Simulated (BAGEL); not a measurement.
# HF/6-31G(d) (density fitting with qzvpp-jkfit, spherical functions) run of BGeH4F (SMILES F[BH][GeH3])

Aim: the vertical singlet–triplet gap of BGeH4F at HF/6-31G* (density fitting with qzvpp-jkfit, spherical functions), from 2 runs. 

The results are computed with BAGEL 1.2.2.

3 further runs of the same task are left out: 3 that didn't finish. Runs told in other sessions of the task aren't counted.

### Step 1. The structure to begin with

The species is BGeH4F (7 atoms), meant as a singlet with charge 0. As SMILES, `F[BH][GeH3]`. The coordinates come from a PBE0-D4/def2-TZVP relaxation.

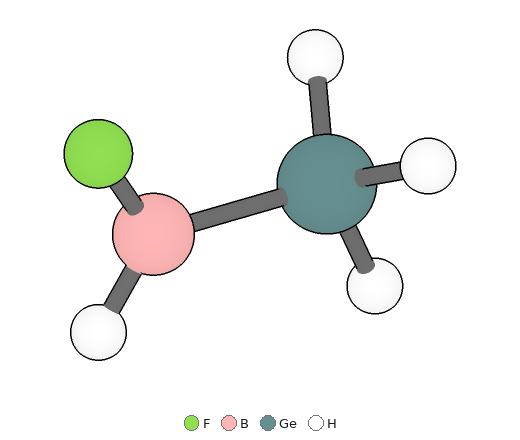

Viewed from a chosen angle; fluorine green, boron pink, germanium teal, hydrogen white.

### Step 2. A single-point energy at HF/6-31G(d) (density fitting with qzvpp-jkfit, spherical functions)

File input.json:

```json
{ "bagel": [

{
  "title": "molecule",
  "basis": "6-31gs.json",
  "df_basis": "qzvpp-jkfit",
  "angstrom": true,
  "geometry": [
    { "atom": "F", "xyz": [      -1.549700,      -1.445000,       0.521700 ] },
    { "atom": "B", "xyz": [      -0.299200,      -1.192600,       0.184900 ] },
    { "atom": "Ge", "xyz": [       0.266500,       0.782900,      -0.150800 ] },
    { "atom": "H", "xyz": [       0.433700,      -2.140500,       0.098300 ] },
    { "atom": "H", "xyz": [       1.736600,       0.890400,      -0.586300 ] },
    { "atom": "H", "xyz": [       0.083100,       1.616800,       1.130500 ] },
    { "atom": "H", "xyz": [      -0.609900,       1.420000,      -1.244100 ] }
  ]
},

{
  "title": "hf"
},

{
  "title": "print",
  "file": "orbitals.molden",
  "orbitals": true
}

]}
```

The basis set 6-31G* is read from a file made from the Basis Set Exchange's data (not shown).

The run is started by

```console
$ BAGEL_NUM_THREADS=1 BAGEL input.json > input.out
```

What it wrote:

```text
* using 1 threads per process

  ===============================================================
  ===============================================================

  *** Geometry ***

  { "atom" : "F", "xyz" : [     -2.928509,     -2.730654,      0.985870 ] },
  { "atom" : "B", "xyz" : [     -0.565406,     -2.253687,      0.349410 ] },
  { "atom" : "Ge", "xyz" : [      0.503612,      1.479467,     -0.284971 ] },
  { "atom" : "H", "xyz" : [      0.819574,     -4.044959,      0.185760 ] },
  { "atom" : "H", "xyz" : [      3.281698,      1.682612,     -1.107946 ] },
  { "atom" : "H", "xyz" : [      0.157036,      3.055309,      2.136335 ] },
  { "atom" : "H", "xyz" : [     -1.152544,      2.683411,     -2.351008 ] },

  Number of auxiliary basis functions:      490

  Since a DF basis is specified, we compute 2- and 3-index integrals:
    o Being stored without compression. Storage requirement is 0.018 GB

  Number of basis functions:       68
  Number of electrons      :       50

    * METHOD: MOLECULE                             0.25

  *** RHF ***

  === Nuclear Repulsion ===
   161.1065926368

      * DIIS with orbital gradients will be used.

  === RHF iteration (6-31gs.json) ===
      0      -2201.43450194          0.01718324           0.05
      1      -2201.51055429          0.01093764           0.05
      2      -2201.54517615          0.00140425           0.05
      3      -2201.54634893          0.00017436           0.05
      4      -2201.54636864          0.00004685           0.05
      5      -2201.54637004          0.00001467           0.05
      6      -2201.54637013          0.00000522           0.05
      7      -2201.54637014          0.00000105           0.05
      8      -2201.54637015          0.00000032           0.05
      9      -2201.54637015          0.00000015           0.05
     10      -2201.54637015          0.00000004           0.06
     11      -2201.54637015          0.00000001           0.05
    * SCF iteration converged.

    * Permanent dipole moment:
           (   -0.254674,     0.092484,     0.057357) a.u.

    * METHOD: HF                                   0.83

    * METHOD: PRINT                                0.01

  ===============================================================
```

Wall time 1.2 s (1 thread of Arm Neoverse V1, shared host); peak memory 0.1 GiB.

### Step 3. The triplet at the same level

File calc.json:

```json
{ "bagel" : [

{
  "title" : "molecule",
  "basis" : "6-31gs.json",
  "df_basis" : "qzvpp-jkfit",
  "angstrom" : true,
  "geometry" : [
    { "atom" : "F", "xyz" : [      -1.549700,      -1.445000,       0.521700 ] },
    { "atom" : "B", "xyz" : [      -0.299200,      -1.192600,       0.184900 ] },
    { "atom" : "Ge", "xyz" : [       0.266500,       0.782900,      -0.150800 ] },
    { "atom" : "H", "xyz" : [       0.433700,      -2.140500,       0.098300 ] },
    { "atom" : "H", "xyz" : [       1.736600,       0.890400,      -0.586300 ] },
    { "atom" : "H", "xyz" : [       0.083100,       1.616800,       1.130500 ] },
    { "atom" : "H", "xyz" : [      -0.609900,       1.420000,      -1.244100 ] }
  ]
},

{ "title" : "uhf", "nopen" : 2 },

{ "title" : "print", "file" : "orbitals.molden", "orbitals" : true }

]}
```

The basis set 6-31G* is read from a file made from the Basis Set Exchange's data (not shown).

The run is started by

```console
$ BAGEL_NUM_THREADS=1 BAGEL calc.json > calc.out
```

What it wrote:

```text
* using 1 threads per process

  ===============================================================
  ===============================================================

  *** Geometry ***

  { "atom" : "F", "xyz" : [     -2.928509,     -2.730654,      0.985870 ] },
  { "atom" : "B", "xyz" : [     -0.565406,     -2.253687,      0.349410 ] },
  { "atom" : "Ge", "xyz" : [      0.503612,      1.479467,     -0.284971 ] },
  { "atom" : "H", "xyz" : [      0.819574,     -4.044959,      0.185760 ] },
  { "atom" : "H", "xyz" : [      3.281698,      1.682612,     -1.107946 ] },
  { "atom" : "H", "xyz" : [      0.157036,      3.055309,      2.136335 ] },
  { "atom" : "H", "xyz" : [     -1.152544,      2.683411,     -2.351008 ] },

  Number of auxiliary basis functions:      490

  Since a DF basis is specified, we compute 2- and 3-index integrals:
    o Being stored without compression. Storage requirement is 0.018 GB

  Number of basis functions:       68
  Number of electrons      :       50

    * METHOD: MOLECULE                             0.25

  *** Open-shell HF ***

  === Nuclear Repulsion ===
   161.1065926368

      * DIIS with orbital gradients will be used.

  === UHF iteration (6-31gs.json) ===
      0      -2201.25588102          0.03446990           0.12
      1      -2201.34420683          0.02241133           0.11
      2      -2201.37089314          0.01412558           0.11
      3      -2201.38694944          0.00159423           0.11
      4      -2201.38793428          0.00069611           0.11
      5      -2201.38820703          0.00042852           0.11
      6      -2201.38835179          0.00020097           0.11
      7      -2201.38839420          0.00008117           0.11
      8      -2201.38840212          0.00002790           0.11
      9      -2201.38840307          0.00000996           0.11
     10      -2201.38840316          0.00000524           0.10
     11      -2201.38840319          0.00000209           0.11
     12      -2201.38840319          0.00000094           0.11
     13      -2201.38840320          0.00000041           0.11
     14      -2201.38840320          0.00000021           0.11
     15      -2201.38840320          0.00000010           0.12
     16      -2201.38840320          0.00000006           0.12
     17      -2201.38840320          0.00000002           0.11
     18      -2201.38840320          0.00000001           0.11
    * SCF iteration converged.

    * S^2 (UHF) is 2.0089

    * Permanent dipole moment:
           (   -0.615602,    -0.892977,     0.244434) a.u.

    * METHOD: UHF                                  2.32

    * METHOD: PRINT                                0.01

  ===============================================================
```

It took 2.7 s on 1 thread of Arm Neoverse V1, shared host; peak memory 0.1 GiB.

### Step 4. Outcome

Level: HF/6-31G* (density fitting with qzvpp-jkfit, spherical functions).

| quantity | value |
| --- | --- |
| singlet: total energy | -2201.54637 Eh |
| singlet: dipole moment | 0.70 D |
| singlet: HOMO energy | -11.06 eV |
| singlet: LUMO energy | 2.29 eV |
| singlet: HOMO–LUMO gap | 13.35 eV |
| triplet: total energy | -2201.38840 Eh |
| triplet: dipole moment | 2.83 D |
| triplet: ⟨S²⟩ | 2.009 |
| vertical energy of the triplet above the singlet | 4.298 eV |

What this shows: At this shape the triplet lies 4.30 eV (415 kJ/mol) above the singlet.
